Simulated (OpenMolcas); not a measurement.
## Exact exchange and the vertical electron affinity of [CF3]+

[CF3]+ has 4 atoms, charge +1, and is taken as a singlet. SMILES: `F[C+](F)F`. The coordinates come from a PBE0-D4/def2-TZVP relaxation.

The vertical electron affinity (to the doublet neutral) y, in eV, basis def2-SVPD; a is the functional's share of exact exchange. Programs: OpenMolcas 26.06.

| functional | program | a | y (eV) |
| --- | --- | --- | --- |
| PBE | OpenMolcas | 0 | 7.14 |
| BLYP | OpenMolcas | 0 | 7.10 |
| B3LYP | OpenMolcas | 0.2 | 7.50 |
| PBE0 | OpenMolcas | 0.25 | ? |
| BHLYP | OpenMolcas | 0.5 | 7.65 |

Question: Fit y = c + s·a to the known rows and predict PBE0.

Answer: 
1. Means of the 4 rows: a = 0.1750, y = 7.348.
2. Σ(Δa)² = 0.1675, Σ(Δa·Δy) = 0.18175, so the slope is 0.18175/0.1675 = 1.0851.
3. Intercept: 7.348 − (1.0851) × 0.1750 = 7.158. The largest residual of the fit is 0.12.
4. PBE0: 7.158 + (1.0851) × 0.25 = 7.43 eV.

The run gave 7.44 eV, so the prediction is off by -0.01 eV, within the scatter of the fit.

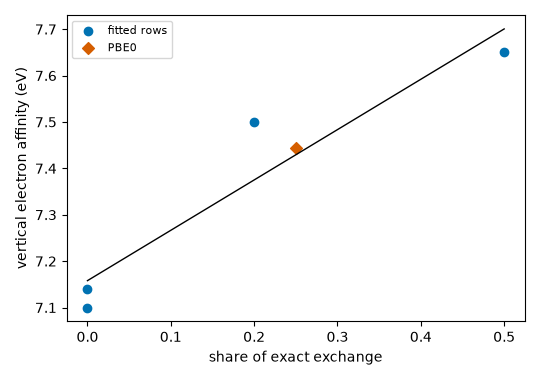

The fitted line, with the withheld row.
